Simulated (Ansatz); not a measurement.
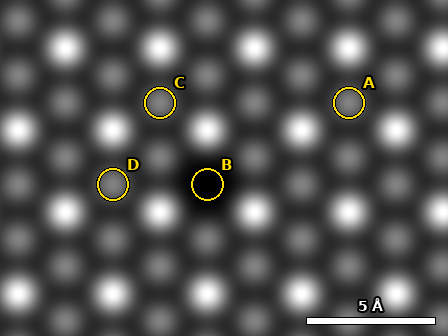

Dark-field STEM-like image of Nd (P6_3/mmc, No. 194) along [001]. Simulation: incoherent imaging, intensity Z^1.7 per atom, probe width 1.30 Å, thin sample. The probe carries 25 % of its weight in a tail 2.5 times as wide.

The sample is 1 repeat (12.8 Å) thick. One point defect was put into the perfect crystal, without relaxing the atoms around it. Brightness is counted from the darkest point of the image. Host structure: the input geometry of a calculation.

Question: Which ringed column holds the defect, and does it scatter more or less than its equals?

Answer: B; it scatters less. The column holds 1 atom (Nd) through the sample, and one Nd atom is missing, so its peak vanishes.
